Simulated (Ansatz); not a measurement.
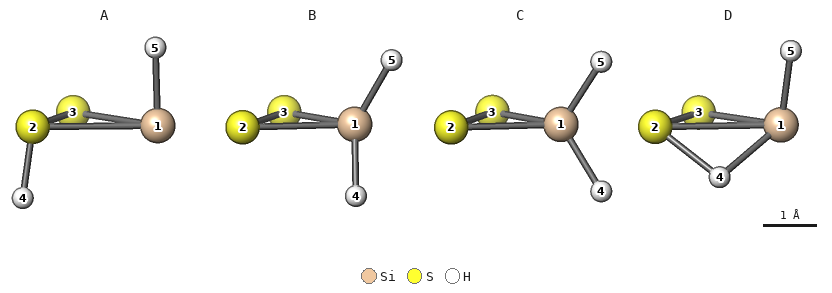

4 geometries from a converged minimum-energy path of SiH2S2, shuffled. The picture is a ball-and-stick view, seen at a tilt.

These are results of Ansatz 0.2.0, RKS r2SCAN/def2-SVP, not measurements. Run with 7 movable images; climbing image; force threshold 0.05 eV/Å; iteration limit 37; starting path through a guess of the saddle point.

Which of them lies highest in energy?

Answer. D. In order along the path, whose images run from 0 to 8: C (image 0, 0.00 eV), B (image 2, +0.61 eV), D (image 5, +1.85 eV), A (image 8, +1.29 eV). A hydrogen atom shifts from one atom to another. Breaking: Si1–H4 (1.48 → 1.71 at the top → 2.92 Å). Forming: S2–H4 (3.10 → 1.60 at the top → 1.36 Å).

The run took about 3 core-minutes on a shared host.
